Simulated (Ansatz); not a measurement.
H$_{4}$OSi···H$_{2}$

```tsv
atom	x (Å)	y (Å)	z (Å)
Si	-0.4460	0.0509	-0.4854
H	-0.0111	-0.1771	2.1468
H	0.8117	0.0042	0.3114
H	-0.4187	1.2941	-1.3044
H	-0.4516	-1.1494	-1.3798
O	-1.8612	0.1072	0.4066
H	-2.1850	-0.7183	0.7767
H	-0.7003	-0.0413	2.2919
```

Not at a stationary point (largest force 1.8 eV/Å).

The calculation used RKS PBE0/def2-SVP (Ansatz).

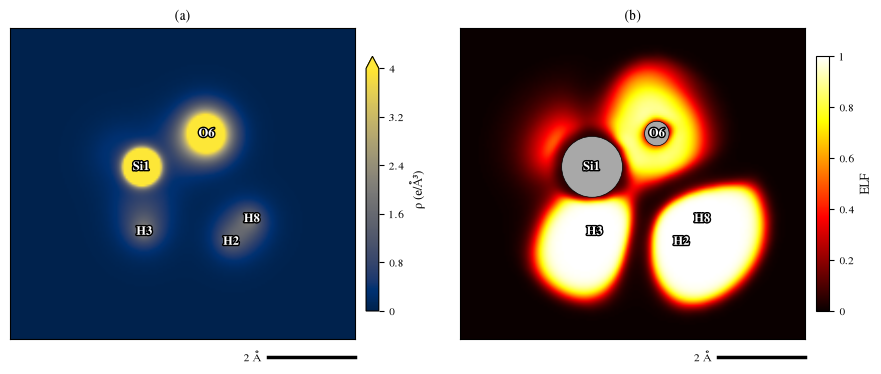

Figure 1. (a) electron density; (b) electron localisation function on the plane of atoms H3, Si1 and O6. Grey discs cover the atomic cores in the ELF map.

What does the map show?

- The plane passes through Si, H and O nuclei.
- Si1···H2 (2.68 Å): the density falls to about 0.1 e/Å³ on the way; the ELF dips to about 0.05 between them.
- Si–O (1.67 Å): ρ is about 1 e/Å³ halfway; the ELF peaks at about 0.90 between the atoms: a shared but strongly polarised pair.
- H–H (0.72 Å): ρ is about 1.8 e/Å³ halfway; the ELF peaks at about 1 between the atoms (an ordinary covalent bond to hydrogen).
- Si–H (1.49 Å): ρ is about 0.78 e/Å³ halfway; the ELF climbs to about 1 towards the hydrogen, as it does in any bond to H.
- The ELF also peaks beside O6, away from the bonds: lone-pair regions.

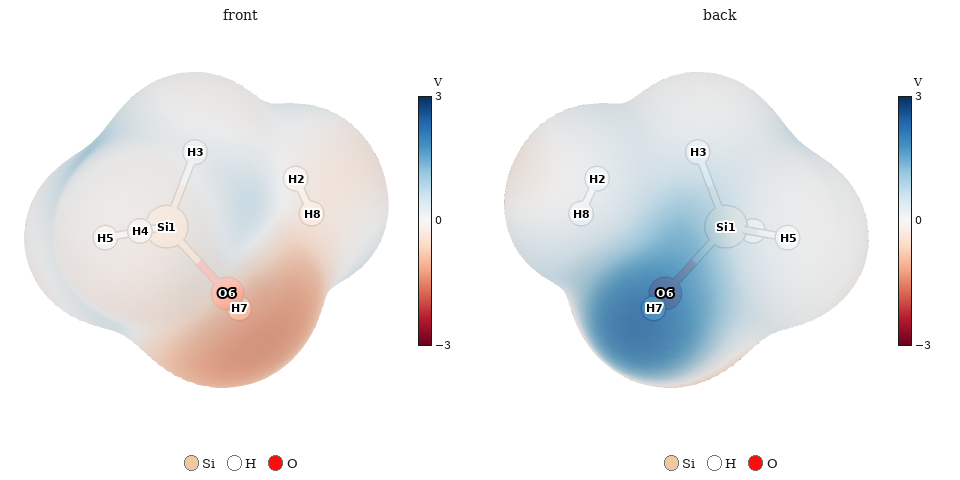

Figure 2. The molecular electrostatic potential painted on the density surface at 0.001 e/bohr³, seen from the front and from behind; the colour scale runs from red (negative) to blue (positive).

Which sites attract a positive test charge, and which a negative one?

A positive charge is drawn to the negative regions and a negative charge to the positive ones. The most negative region (about −1.3 V, or −30 kcal/mol for a unit charge) lies over O6, the most positive (about +2.1 V, or +48 kcal/mol for a unit charge) over H7. O6 is the likeliest acceptor of a hydrogen bond.

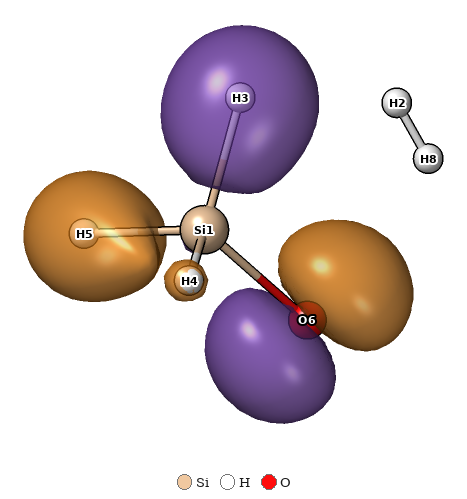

Figure 3. The HOMO at ±0.15 Å⁻³ᐟ² (orange and purple are the two phases), seen at a tilt.

Where does this orbital lie, and at what energy?

Its weight (Hirshfeld) is mainly on O6 (about 45 %), Si1 (about 20 %), H3 (about 15 %) and H5 (about 10 %). Its energy is −8.69 eV.
